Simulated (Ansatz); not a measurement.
# Quasi-harmonic thermodynamics of ScAl3 (Pm-3m), part 3 of 3

Aim: the lattice, expansion, heat capacity and bulk modulus of ScAl3 as it warms. The starting cell is a computed one from a database.

Ansatz 0.2.0; DFT PBEsol, scalar-relativistic, plane waves, PAW; PAW set soft_1.

So far. Step 2 (A first coarse run): The start is under -0.89 GPa at this level and looks like a metal on this mesh. Step 4 (Relaxing to small residual forces and stress): The residual pressure is -8.8e-5 GPa, small enough for phonons. The relaxed cell has a = 4.071 Å (conventional setting).

### Step 5. The quasi-harmonic study

The study relaxes the crystal at several strains, solves the phonons on some of them and minimises the free energy at each temperature (static energy, vibrations, the electrons in a metal, and PV under a set pressure); the q-mesh sets how far the force constants reach.

input.yaml reads:

```yaml
crystal:
  lattice:
    - [4.0709720487, 0.0, 0.0]
    - [0.0, 4.0709720487, 0.0]
    - [0.0, 0.0, 4.0709720487]
  atoms:
    - { symbol: Sc, position: [0.0, 0.0, 0.0] }
    - { symbol: Al, position: [0.5, 0.0, 0.5] }
    - { symbol: Al, position: [0.0, 0.5, 0.5] }
    - { symbol: Al, position: [0.5, 0.5, 0.0] }
kpoints:
  mp_grid: { grid: [16, 16, 16] }
hamiltonian:
  xc: pbesol
  pseudopotentials: { kind: paw, azcp: { folder: soft_1 }, xc_functional: pbe }
scf:
  occupations: { method: methfessel_paxton, width: 0.2 }
  lower_state_search: "off"
output:
  eigenvalues: true
phonons:
  method: dfpt
  qmesh: [2, 2, 2]
  temperatures: { t_max: 900.0, t_step: 50 }
  thermal_expansion: {}
```

Started as:

```console
ansatz run input.yaml --threads 8 --pin off --max-ram 16384MiB --backend cpu --events-out ev --progress --plain --runs-dir out
```

Numbers of over 12 decimals in the logs are rounded to 6 here.

What it wrote:

```text
[...]
Crystal: 4 atoms, lattice volume = 67.467 Å³
Basis set: ecut = 487.2 eV, 1647 PW (Γ), exchange–correlation on 60×60×60 points (8 copies of the dense FFT grid, shifted against one another)
Bands: 14, of which v1, the nominal top of the filled ones, is band 10 counted from 1 (9 counted from 0)
Symmetry: 48 space group operations
[...]
k-points: 165 of 4096
[...]
SCF iter   1: F=—  HF=-3687.266147 eV  |F-HF|=—  |Δ(HF+E_count)|=         —  Δρ=2.63e-2  dr2=9.21e-1  ethr=3.10e-3  ⟨swp⟩=5.2  Hψ=12165  notcnv=0
[...]
SCF iter   8: F=-3686.909762 eV  HF=-3686.909762 eV  |F-HF|=1.86e-11  |Δ(HF+E_count)|=  1.41e-10  S|Δr|=    0.00e0  Δρ=2.24e-7  dr2=3.75e-11  ethr=1.00e-12  ⟨swp⟩=2.7  Hψ=8928  notcnv=0
the search or the solves at the SCF's close seem to have found levels that the self-consistency loop had missed (the run counts 2). By its estimate they hold under 1e-12 electrons; where the run keeps them, the occupations were computed again with them
SCF 1 converged in 8 iterations: F = -3686.909762 eV  dr2 = 3.75e-11
[...]
relax step   1: F+E_penalty+E_count = -3686.90976223 eV  Δ(F+E_penalty+E_count) = +0.000e0 eV  max|allowed force component| = 9.655e-31 eV/Å  Δτ_max = 0.0000 Å  (8 SCF iters, accepted)
SCF converged after 8 iterations
[...]
Free energy (F): -3686.909762 eV
[...]
Internal energy: -3686.910576 eV  (E = F + TS)
E sigma→0 (E₀):  -3686.909966 eV
Entropy (-TS):   0.000814 eV (0.203 meV/atom)
Fermi energy:    9.256333 eV
[...]
--- Stress (GPa, compression-positive) ---
        0.020402       0.000000       0.000000
       -0.000000       0.020402       0.000000
        0.000000       0.000000       0.020402
  P = ⅓ Tr σ = 0.0204 GPa (0.204 kbar)
--- Band table (eV; the first three rows and the last of 165) ---
  k-point 0: bands = [... 6 lower, 6.6129, 7.4462, 7.4462, 7.4462, 10.4729, 10.5556, 10.5556, 10.5556]
  k-point 1: bands = [... 6 lower, 6.6413, 7.4502, 7.4502, 7.7173, 10.5334, 10.5334, 10.5673, 10.6348]
  k-point 2: bands = [... 6 lower, 6.7254, 7.4613, 7.4613, 8.1174, 10.4759, 10.4759, 10.6013, 11.0565]
  k-point 164: bands = [... 6 lower, 4.4450, 4.7423, 6.2959, 6.2959, 6.2959, 10.1975, 11.8873, 11.8873]
── thermal expansion: 3 new cells, 3 in all ──
thermal expansion: relaxation of cell 2
thermal expansion: relaxation of cell 3
── thermal expansion: 2 new cells, 5 in all ──
thermal expansion: relaxation of cell 4
thermal expansion: electrons of cell 4
thermal expansion: phonons of cell 4
WARN: thermal expansion, phonons of cell 4: eigensolver did not converge (k=63): 1 band(s) unlocked after 20 sweeps at ethr=1.00e-12 eV (lowest unlocked band 13, counted from 0; max residual 6.36e-6 eV among the unlocked bands, 6.36e-6 eV over every band)
thermal expansion: relaxation of cell 5
thermal expansion: electrons of cell 1
thermal expansion: electrons of cell 2
thermal expansion: electrons of cell 3
thermal expansion: electrons of cell 5
thermal expansion: phonons of cell 5
[...]
── thermal expansion: 5 new cells, 10 in all ──
thermal expansion: relaxation of cell 6
thermal expansion: relaxation of cell 7
thermal expansion: relaxation of cell 8
thermal expansion: relaxation of cell 9
thermal expansion: relaxation of cell 10
thermal expansion: electrons of cell 6
thermal expansion: electrons of cell 7
thermal expansion: electrons of cell 8
thermal expansion: electrons of cell 9
thermal expansion: electrons of cell 10
thermal expansion: phonons of cell 6
[...]
thermal expansion: phonons of cell 7
[...]
WARN: thermal expansion: eigensolver_not_converged in the phonons of 4 cells: 4, 5, 6, 7
--- Relaxed structure (1 steps of the walk, 1 accepted, 0 SCFs on fresh bases) ---
  F+E_penalty+E_count = -3686.90976223 eV   max|allowed force component| = 9.655e-31 eV/Å
  atoms:
    - { symbol: Sc, position: [0.0, 0.0, 0.0] }
    - { symbol: Al, position: [0.5, 0.0, 0.5] }
    - { symbol: Al, position: [0.0, 0.5, 0.5] }
    - { symbol: Al, position: [0.5, 0.5, 0.0] }
--- Thermal expansion: 10 cells in 3 rounds, 0 GPa ---
  no lower state was looked for at cell 4: scf.lower_state_search: off
  without vibrations: a 4.07130, b 4.07130, c 4.07130 Å, V 67.4837 Å³, B 92.13 GPa
  at 0 K: a 4.08147, b 4.08147, c 4.08147 Å, V 67.9909 Å³, B 90.19 GPa
  zero-point expansion: a +0.250, b +0.250, c +0.250, V +0.752 %
      T/K        a/Å        b/Å        c/Å       V/Å³ | expansion of a, b, c, V (1e-6/K)   | that of V in the mean from 25 °C | C_P, C_V (J/mol K of the cell) | B_T, B_S (GPa)
     0.00    4.08147    4.08147    4.08147    67.9909 |    0.00    0.00    0.00    0.00 |   23.77 |     0.000     0.000 |    90.19    90.19
   100.00    4.08226    4.08226    4.08226    68.0305 |    6.03    6.03    6.03   18.10 |   32.85 |    42.009    41.888 |    89.76    90.02
   200.00    4.08606    4.08606    4.08606    68.2206 |   11.56   11.56   11.56   34.69 |   38.02 |    79.291    78.418 |    88.27    89.25
   298.15    4.09116    4.09116    4.09116    68.4761 |   13.57   13.57   13.57   40.71 |       - |    91.719    89.955 |    86.55    88.25
   350.00    4.09411    4.09411    4.09411    68.6243 |   14.19   14.19   14.19   42.58 |   41.73 |    95.194    92.949 |    85.61    87.68
   450.00    4.10011    4.10011    4.10011    68.9267 |   15.07   15.07   15.07   45.22 |   43.33 |    99.560    96.361 |    83.75    86.53
   550.00    4.10645    4.10645    4.10645    69.2465 |   15.77   15.77   15.77   47.30 |   44.67 |   102.505    98.306 |    81.84    85.34
   650.00    4.11305    4.11305    4.11305    69.5814 |   16.39   16.39   16.39   49.16 |   45.87 |   104.843    99.583 |    79.90    84.12
   750.00    4.11992    4.11992    4.11992    69.9306 |   16.99   16.99   16.99   50.96 |   47.01 |   106.909   100.517 |    77.93    82.88
   850.00    4.12705    4.12705    4.12705    70.2942 |   17.59   17.59   17.59   52.77 |   48.11 |   108.868   101.261 |    75.92    81.62
   900.00    4.13071    4.13071    4.13071    70.4816 |   17.90   17.90   17.90   53.69 |   48.66 |   109.837   101.588 |    74.90    80.98
  the static fit leaves 0.000 meV an atom of the energies and, of the stresses, 0.000 GPa of each cell's largest along a strain (root mean squares over the cells), whose Pulay part it has at -0.003 GPa
  vibrations' free energy: its fit passes through its cells
  the electrons' free energy at temperature is in it; its fit leaves 0.0043 meV an atom at the most
  free energies summed between the sampled wave vectors
  estimated error of the fitted expansion in any direction: up to 0.022e-6/K, at 900 K, with few degrees of freedom (an estimate, not a bound: it was exceeded on models of known expansion)
  by sums over the sampled wave vectors an expansion of the volume parts by up to 1.92e-6/K
  by a static energy of one degree less an expansion of the volume parts by up to 0.03e-6/K
  the FFT grids of the static calculations differ: 30 × 30 × 30, 32 × 32 × 32
  eigensolver_not_converged in the phonons of 4 cells: 4, 5, 6, 7
```

It took 12 min on 8 threads of Arm Neoverse V2, shared host; peak memory 2.2 GiB; 1.5 h of CPU time.

This step gave:

| Property | Result |
| --- | --- |
| pressure | 0.02040 GPa |
| volume expansion coefficient at 298 K | 40.71 1e-6/K |
| C_P at 298 K | 22.93 J/mol-atom/K |
| entropy at 298 K | 24.00 J/mol-atom/K |
| isothermal bulk modulus at 298 K | 86.55 GPa |
| Grüneisen parameter at 298 K | 1.615 |
| volume at 298 K | 17.12 Å³/atom |
| principal linear expansion coefficients at 298 K | 13.57, 13.57, 13.57 1e-6/K |

Strained cells of the study; zero-point energy where phonons were solved; the pressures are stresses at a fixed cutoff and can carry an offset from the finite basis. Expansion cells, by row:

| cell | \|a\| (Å) | \|b\| (Å) | \|c\| (Å) | V (Å³/atom) | E - E_lowest (meV/atom) | pressure, compression positive (GPa) | gap (eV) | zero-point energy (meV/atom) |
| --- | --- | --- | --- | --- | --- | --- | --- | --- |
| 1 | 4.071 | 4.071 | 4.071 | 16.87 | 0 | 0.018 | - | - |
| 2 | 4.104 | 4.104 | 4.104 | 17.27 | 2.67 | -2.076 | - | - |
| 3 | 4.039 | 4.039 | 4.039 | 16.47 | 2.865 | 2.327 | - | - |
| 4 | 4.072 | 4.072 | 4.072 | 16.87 | 0 | -0.021 | - | 45.33 |
| 5 | 4.092 | 4.092 | 4.092 | 17.13 | 1.101 | -1.354 | - | 44.25 |
| 6 | 4.124 | 4.124 | 4.124 | 17.53 | 7.025 | -3.281 | - | 42.56 |
| 7 | 4.151 | 4.151 | 4.151 | 17.88 | 15.54 | -4.719 | - | 41.2 |
| 8 | 4.031 | 4.031 | 4.031 | 16.38 | 4.366 | 2.901 | - | - |
| 9 | 4.051 | 4.051 | 4.051 | 16.62 | 1.066 | 1.396 | - | - |
| 10 | 4.184 | 4.184 | 4.184 | 18.31 | 30.51 | -6.342 | - | - |

Quasi-harmonic; a, b, c are the run's own cell vectors. Expansion, by row:

| T (K) | a (Å) | b (Å) | c (Å) | alpha (deg) | beta (deg) | gamma (deg) | cell volume (Å³/cell) | alpha_a (1e-6/K) | alpha_b (1e-6/K) | alpha_c (1e-6/K) | alpha_V (1e-6/K) | C_P (J/mol-atom/K) | C_V (J/mol-atom/K) | S (J/mol-atom/K) | B_T (GPa) | B_S (GPa) | Grueneisen | extrapolation | fit error (1e-6/K) |
| --- | --- | --- | --- | --- | --- | --- | --- | --- | --- | --- | --- | --- | --- | --- | --- | --- | --- | --- | --- |
| 0 | 4.081 | 4.081 | 4.081 | 90 | 90 | 90 | 67.99 | 0 | 0 | 0 | 0 | 0 | 0 | 0 | 90.19 | 90.19 | - | 0 | 0 |
| 50 | 4.082 | 4.082 | 4.082 | 90 | 90 | 90 | 67.99 | 1.23 | 1.23 | 1.23 | 3.69 | 2.164 | 2.164 | 0.643 | 90.15 | 90.18 | 1.574 | 0 | 0 |
| 100 | 4.082 | 4.082 | 4.082 | 90 | 90 | 90 | 68.03 | 6.03 | 6.03 | 6.03 | 18.1 | 10.5 | 10.47 | 4.658 | 89.76 | 90.02 | 1.589 | 0 | 0 |
| 150 | 4.084 | 4.084 | 4.084 | 90 | 90 | 90 | 68.11 | 9.55 | 9.55 | 9.55 | 28.66 | 16.5 | 16.38 | 10.16 | 89.08 | 89.69 | 1.598 | 0 | 0 |
| 200 | 4.086 | 4.086 | 4.086 | 90 | 90 | 90 | 68.22 | 11.56 | 11.56 | 11.56 | 34.69 | 19.82 | 19.6 | 15.41 | 88.27 | 89.25 | 1.604 | 0 | 0 |
| 250 | 4.089 | 4.089 | 4.089 | 90 | 90 | 90 | 68.35 | 12.78 | 12.78 | 12.78 | 38.34 | 21.75 | 21.42 | 20.06 | 87.41 | 88.76 | 1.61 | 0 | 0.01 |
| 298.1 | 4.091 | 4.091 | 4.091 | 90 | 90 | 90 | 68.48 | 13.57 | 13.57 | 13.57 | 40.71 | 22.93 | 22.49 | 24 | 86.55 | 88.25 | 1.615 | 0 | 0.01 |
| 300 | 4.091 | 4.091 | 4.091 | 90 | 90 | 90 | 68.48 | 13.59 | 13.59 | 13.59 | 40.78 | 22.97 | 22.52 | 24.14 | 86.52 | 88.23 | 1.615 | 0 | 0.01 |
| 350 | 4.094 | 4.094 | 4.094 | 90 | 90 | 90 | 68.62 | 14.19 | 14.19 | 14.19 | 42.58 | 23.8 | 23.24 | 27.75 | 85.61 | 87.68 | 1.621 | 0 | 0.01 |
| 400 | 4.097 | 4.097 | 4.097 | 90 | 90 | 90 | 68.77 | 14.67 | 14.67 | 14.67 | 44.01 | 24.41 | 23.73 | 30.97 | 84.68 | 87.11 | 1.626 | 0 | 0.01 |
| 450 | 4.1 | 4.1 | 4.1 | 90 | 90 | 90 | 68.93 | 15.07 | 15.07 | 15.07 | 45.22 | 24.89 | 24.09 | 33.87 | 83.75 | 86.53 | 1.631 | 0 | 0.01 |
| 500 | 4.103 | 4.103 | 4.103 | 90 | 90 | 90 | 69.08 | 15.43 | 15.43 | 15.43 | 46.3 | 25.29 | 24.36 | 36.51 | 82.8 | 85.94 | 1.637 | 0 | 0.01 |
| 550 | 4.106 | 4.106 | 4.106 | 90 | 90 | 90 | 69.25 | 15.77 | 15.77 | 15.77 | 47.3 | 25.63 | 24.58 | 38.94 | 81.84 | 85.34 | 1.642 | 0 | 0.01 |
| 600 | 4.11 | 4.11 | 4.11 | 90 | 90 | 90 | 69.41 | 16.08 | 16.08 | 16.08 | 48.25 | 25.93 | 24.75 | 41.18 | 80.88 | 84.73 | 1.648 | 0 | 0.01 |
| 650 | 4.113 | 4.113 | 4.113 | 90 | 90 | 90 | 69.58 | 16.39 | 16.39 | 16.39 | 49.16 | 26.21 | 24.9 | 43.27 | 79.9 | 84.12 | 1.653 | 0 | 0.01 |
| 700 | 4.116 | 4.116 | 4.116 | 90 | 90 | 90 | 69.75 | 16.69 | 16.69 | 16.69 | 50.06 | 26.47 | 25.02 | 45.22 | 78.92 | 83.5 | 1.658 | 0 | 0.01 |
| 750 | 4.12 | 4.12 | 4.12 | 90 | 90 | 90 | 69.93 | 16.99 | 16.99 | 16.99 | 50.96 | 26.73 | 25.13 | 47.06 | 77.93 | 82.88 | 1.664 | 0 | 0.01 |
| 800 | 4.123 | 4.123 | 4.123 | 90 | 90 | 90 | 70.11 | 17.29 | 17.29 | 17.29 | 51.86 | 26.97 | 25.23 | 48.79 | 76.93 | 82.25 | 1.669 | 0 | 0.01 |
| 850 | 4.127 | 4.127 | 4.127 | 90 | 90 | 90 | 70.29 | 17.59 | 17.59 | 17.59 | 52.77 | 27.22 | 25.32 | 50.43 | 75.92 | 81.62 | 1.675 | 0 | 0.02 |
| 900 | 4.131 | 4.131 | 4.131 | 90 | 90 | 90 | 70.48 | 17.9 | 17.9 | 17.9 | 53.69 | 27.46 | 25.4 | 52 | 74.9 | 80.98 | 1.68 | 0 | 0.02 |

The expansion coefficient by temperature; values in 1e-6/K:

| temperature (K) | volume | principal 1 |
| --- | --- | --- |
| 0 | 0 | 0 |
| 50 | 3.69 | 1.23 |
| 100 | 18.1 | 6.03 |
| 150 | 28.7 | 9.55 |
| 200 | 34.7 | 11.6 |
| 250 | 38.3 | 12.8 |
| 298 | 40.7 | 13.6 |
| 300 | 40.8 | 13.6 |
| 350 | 42.6 | 14.2 |
| 400 | 44.0 | 14.7 |
| 450 | 45.2 | 15.1 |
| 500 | 46.3 | 15.4 |
| 550 | 47.3 | 15.8 |
| 600 | 48.2 | 16.1 |
| 650 | 49.2 | 16.4 |
| 700 | 50.1 | 16.7 |
| 750 | 51.0 | 17.0 |
| 800 | 51.9 | 17.3 |
| 850 | 52.8 | 17.6 |
| 900 | 53.7 | 17.9 |

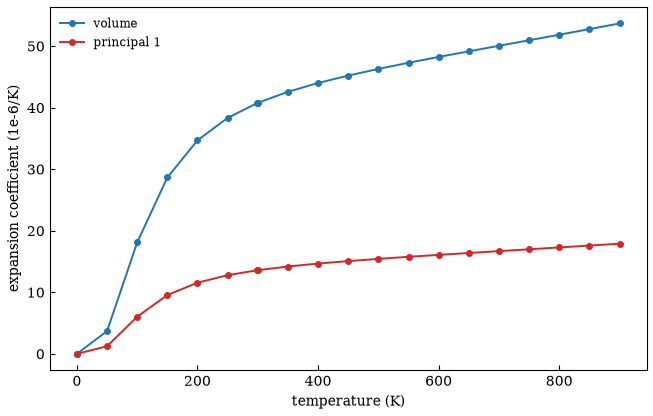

Expansion coefficient, plotted against temperature.

At 298 K the volume expansion is 40.7 × 10⁻⁶/K and B_T is 86.6 GPa. The q-mesh is coarse, so this is a first estimate. The program raised the cutoff to 487.2 eV by itself: with no cutoff typed, the study takes about 1.16 times the default for its relaxations and scales it with the volume for the phonons.

### Step 6. What came out

```yaml
settings_of_these_figures: PBEsol, 487.2 eV, k 16×16×16, q 2×2×2
volume_expansion_coefficient_at_298_k: 40.71 1e-6/K
c_p_at_298_k: 22.93 J/mol-atom/K
entropy_at_298_k: 24.00 J/mol-atom/K
isothermal_bulk_modulus_at_298_k: 86.55 GPa
grueneisen_parameter_at_298_k: 1.615
volume_at_298_k: 17.12 Å³/atom
principal_linear_expansion_coefficients_at_298_k: 13.57, 13.57, 13.57 1e-6/K
```

Near room temperature ScAl3 expands by 40.7 × 10⁻⁶/K in volume by PBEsol, with C_P = 22.9 J/(mol K) per mole of atoms and B_T = 86.6 GPa. The q-mesh is coarse, and the expansion can converge slowly with it. C_P at room temperature is 92 % of the classical 3R an atom, so the stiffest modes are still partly frozen out. In this metal the study includes the electrons' free energy, which adds a term that grows with temperature, so the heat capacities need not level off at 3R. The log notes that a few bands missed the eigensolver's threshold in the phonon runs. The PAW files were made for PBE and are used here under another functional, for which the program regenerates the frozen cores.

[Logs are printed without paths, hosts, clocks, repeated set-up lines and the standing remarks that a program may print on its own settings, such as how far it seeks lower states.]

[Hosts, paths, dates, database ids (printed as entryN), source tags and the programs' standing remarks are cut or masked in the printed files.]

[A step with changed settings may run another functional than the one named; its input shows which.]
